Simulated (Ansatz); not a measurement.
Process, species as SMILES: C#CC → C1C=C1
B3LYP-D3(BJ)/def2-TZVP geometries, fixed; electronic energies without zero-point terms.

Basis-set convergence of the isomerisation energy at MP2 with Ansatz (an electronic-structure program). All functions are spherical. Cores are frozen. No added dispersion term, no relativity. Functions are those of the species that has most. Reference: Hartree-Fock in cc-pVQZ plus the correlation part extrapolated as X^-3 from cc-pVTZ and cc-pVQZ, 23.76 kcal/mol, itself unsure by roughly 0.02 kcal/mol (a third of the extrapolation step and of the last Hartree-Fock step). Deviations are taken from unrounded values.

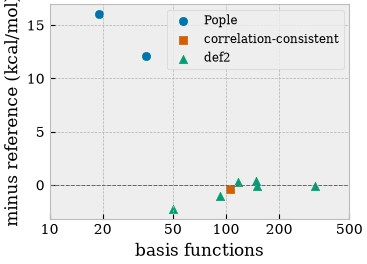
Figure: Deviation from the reference against the number of basis functions, by family of sets.

```csv
basis,functions,isomerisation energy (kcal/mol),minus reference (kcal/mol)
STO-3G,19,39.84,16.08
6-31G,35,35.86,12.09
def2-SV(P),50,21.53,-2.23
def2-SVPD,92,22.73,-1.03
aug-cc-pVDZ,105,23.35,-0.42
def2-TZVP,117,24.01,0.25
def2-TZVPD,147,24.16,0.39
def2-TZVPP,149,23.67,-0.09
def2-QZVPPD,321,23.66,-0.10
```
